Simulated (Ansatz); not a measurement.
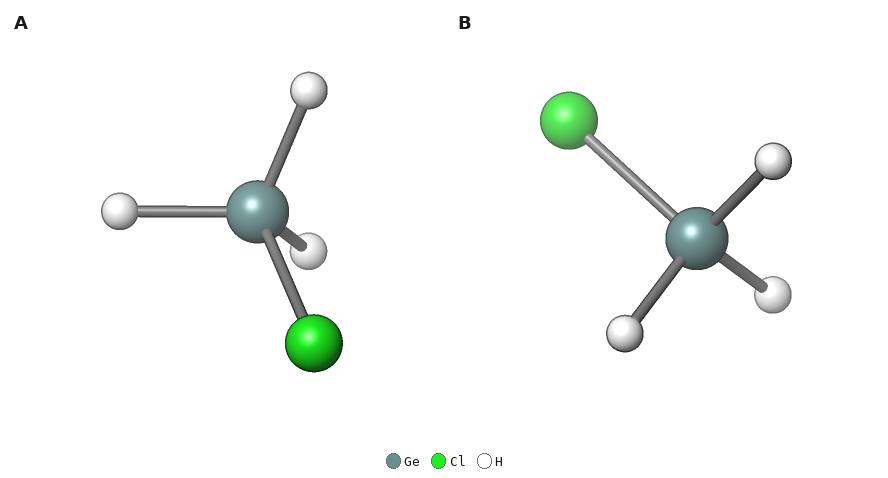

Atoms fade into the background with distance from the viewer. Computed geometry: PBE0-D4/def2-TZVP optimisation.

Question: Can A be turned into B by a rotation alone?

Answer: Yes. They are the same structure, ClGeH3, seen from two directions. With point group C3v it is achiral, so its mirror image would be the same too.
